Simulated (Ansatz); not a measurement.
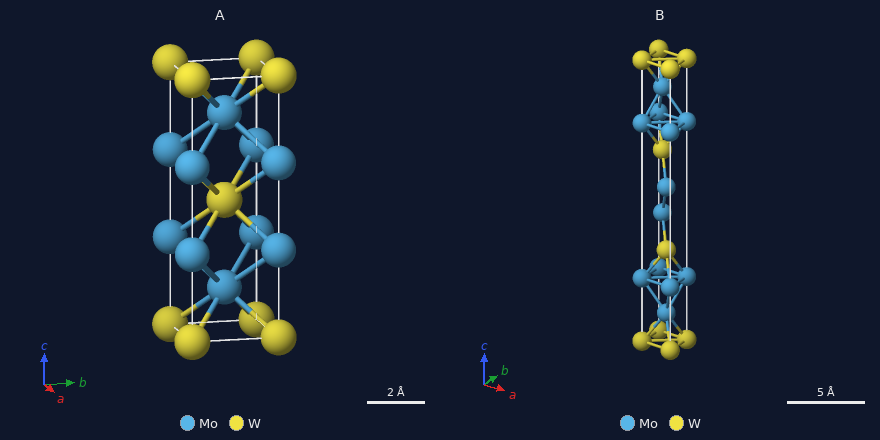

Two structures of Mo$_{2}$W, each relaxed to rest (conventional cells in solid outline, small ones repeated, not to one scale). Method: DFT PBE, scalar-relativistic, plane waves, PAW (Ansatz 0.2.0), without spin polarisation.

**What are A and B?**

A: 6 atoms a cell on a body-centred tetragonal lattice, I4/mmm. B: 9 atoms a cell on a rhombohedral (trigonal R) lattice, R-3m.

**A or B: which is lower in energy?**

A is lower, by 474 meV/atom at this level of theory (energies at zero smearing). Volumes: A 15.9, B 16.3 Å³/atom.

One or both may be structure types tried for this composition rather than known phases.
